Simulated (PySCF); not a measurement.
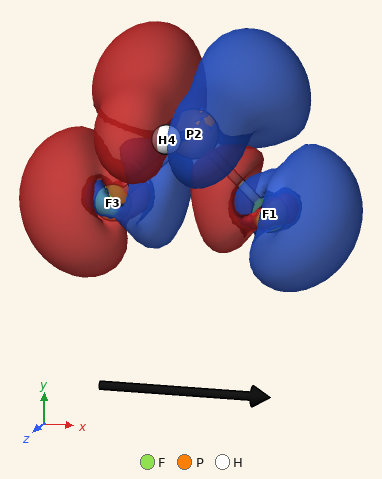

F₂HP, SMILES `FPF`. Change of the electron density in a uniform field of 0.21 V/Å along +x (arrow), surfaces at ±0.0008 e/Å³ (red: gain, blue: loss).

Computed with PySCF, B3LYP/def2-SVPD, geometry: GFN2-xTB. No frequency check shows the geometry to be a minimum. GFN2-xTB bond lengths at metals and heavier atoms can be off by up to 0.1 Å and shapes distorted, which carries into these values.

Input

```python
import numpy as np
from pyscf import gto, scf, dft
from pyscf.scf import atom_ks, atom_hf
from scipy.linalg import block_diag

def solve(mol, dm0=None, hcore=None):
    mf = (dft.UKS if mol.spin else dft.RKS)(mol, xc='b3lyp')
    mf.grids.level = 3
    mf = mf.density_fit(auxbasis='def2-universal-jkfit')
    mf.conv_tol, mf.max_cycle = 1e-8, 80
    if hcore is not None:
        mf.get_hcore = lambda *args: hcore
    mf.kernel(dm0)
    if not mf.converged:
        mf = mf.newton().run(mf.mo_coeff, mf.mo_occ, max_cycle=30)
    assert mf.converged, 'SCF not converged'
    return mf

mol = gto.M(atom='''
F      1.18942    -0.51928     0.01663
P     -0.00001     0.56842    -0.10592
F     -1.18940    -0.51930     0.01663
H     -0.00003     0.82088     1.28953
''', basis='def2-svpd', charge=0, spin=0, verbose=4)
field = np.array([0.004, 0.0, 0.0])  # atomic units
mol.set_common_orig(mol.atom_charges() @ mol.atom_coords() / mol.atom_charges().sum())
mf = solve(mol)
out = dict(dm0=mf.make_rdm1(), d0=mf.dip_moment(unit='AU'), e0=mf.e_tot)
for name, sign in (('p', 1), ('m', -1)):
    h = mf.get_hcore() + sign * np.einsum('x,xij->ij', field, mol.intor('int1e_r'))
    mi = solve(mol, mf.make_rdm1(), h)
    out.update({'dm' + name: mi.make_rdm1(), 'd' + name: mi.dip_moment(unit='AU'), 'e' + name: mi.e_tot})
# spherically averaged free atoms, for the promolecule
atm = atom_ks.get_atm_nrks(mol, xc='b3lyp')
pro = block_diag(*[(atm[a[0]][2] * atm[a[0]][3]) @ atm[a[0]][2].T for a in mol._atom])
np.savez('result.npz', pro=pro, **out)
```

Run with:

```sh
OMP_NUM_THREADS=1 python input.py
```

The run took 8.8 s on 1 thread of Arm Neoverse V1, on a shared host, peak memory 0.34 GiB.

Partitions, critical points and surface values were worked out afterwards from this run's density.

### What dipole is induced, and what polarisability does it imply?

The induced dipole is 0.28 D (along the field); α along this axis, from the fields in both directions, is 27 bohr³ (4.0 Å³).

### Which atoms gain and lose the most charge?

Electrons gather most on F3 (Hirshfeld charge changes by −0.009 e) and leave F1 most (+0.009 e); 0.029 electrons are displaced in all.
